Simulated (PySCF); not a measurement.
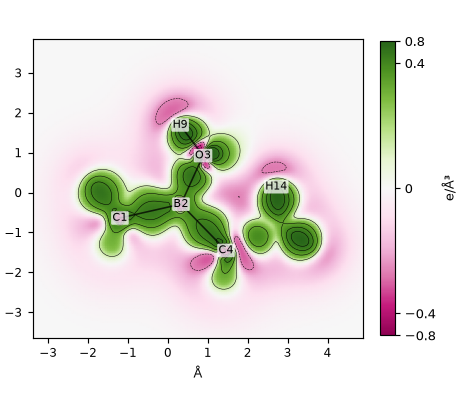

Figure. C2H9BNO, charge +1, SMILES `CB(O)C[NH3+]`. Deformation density (molecule less spherical, spin-averaged free atoms) in the plane of C1, B2, O3, C4, H9 and H14; colour scale in e/Å³, logarithmic beyond ±0.1; green: gain, pink: loss.

Computed with PySCF, PBE0/def2-TZVP, geometry: GFN2-xTB. No frequency check shows the geometry to be a minimum.

Input script:

```python
import numpy as np
from pyscf import gto, scf, dft
from pyscf.scf import atom_ks, atom_hf
from scipy.linalg import block_diag

def solve(mol, dm0=None, hcore=None):
    mf = (dft.UKS if mol.spin else dft.RKS)(mol, xc='pbe0')
    mf.grids.level = 3
    mf = mf.density_fit(auxbasis='def2-universal-jkfit')
    mf.conv_tol, mf.max_cycle = 1e-8, 80
    if hcore is not None:
        mf.get_hcore = lambda *args: hcore
    mf.kernel(dm0)
    if not mf.converged:
        mf = mf.newton().run(mf.mo_coeff, mf.mo_occ, max_cycle=30)
    assert mf.converged, 'SCF not converged'
    return mf

mol = gto.M(atom='''
C     -2.05098    -0.52924    -0.05904
B     -0.60496     0.07247     0.02349
O     -0.26836     1.36548     0.04904
C      0.70195    -0.87801     0.10877
N      1.92704    -0.04109    -0.08799
H     -2.18470    -1.37576     0.60883
H     -2.24596    -0.91199    -1.06003
H     -2.83504     0.19146     0.15757
H     -0.96496     2.02409     0.03401
H      0.69620    -1.69691    -0.60666
H      0.74195    -1.32950     1.09987
H      2.16226     0.02041    -1.08348
H      2.74165    -0.38581     0.42863
H      1.66519     0.90899     0.22902
''', basis='def2-tzvp', charge=1, spin=0, verbose=4)
mf = solve(mol)
mf.analyze()
# spherically averaged free atoms, for the promolecule
atm = atom_ks.get_atm_nrks(mol, xc='pbe0')
pro = block_diag(*[(atm[a[0]][2] * atm[a[0]][3]) @ atm[a[0]][2].T for a in mol._atom])
np.savez('result.npz', e=mf.e_tot, c=mf.mo_coeff, occ=mf.mo_occ, eps=mf.mo_energy, pro=pro, dip=mf.dip_moment(verbose=0), s2=mf.spin_square()[0])
```

Launched as:

```sh
OMP_NUM_THREADS=1 python input.py
```

The run took 13 s on 1 thread of AMD EPYC 9R45 96-Core Processor (Zen 5), with other jobs on the host, peak memory 0.78 GiB.

Partitions, critical points and surface values were worked out afterwards from this run's density.

Q: Describe the bonding that the map shows.

A: O3–H9: +0.80 e/Å³ at the bond critical point (bond length 0.96 Å, Mayer order 0.8). C1–B2: +0.49 e/Å³ at the bond critical point (bond length 1.57 Å, Mayer order 1.1). B2–O3: +0.37 e/Å³ at the bond critical point (bond length 1.34 Å, Mayer order 1.4). B2–C4: +0.37 e/Å³ at the bond critical point (bond length 1.62 Å, Mayer order 1.0). In all, 2.8 electrons gather in the regions of gain relative to the promolecule of neutral atoms (the regions of loss give up this much and the cation's charge besides).

Q: Where do the Hirshfeld charges lie?

A: The highest Hirshfeld charge is on B2 (+0.25 e), the lowest on O3 (−0.20 e).

| atom | charge (e) |
| --- | --- |
| C1 | −0.19 |
| B2 | +0.25 |
| O3 | −0.20 |
| C4 | −0.06 |
| N5 | +0.01 |
| H6 | +0.07 |
| H7 | +0.07 |
| H8 | +0.06 |
| H9 | +0.22 |
| H10 | +0.08 |
| H11 | +0.09 |
| H12 | +0.21 |
| H13 | +0.21 |
| H14 | +0.18 |
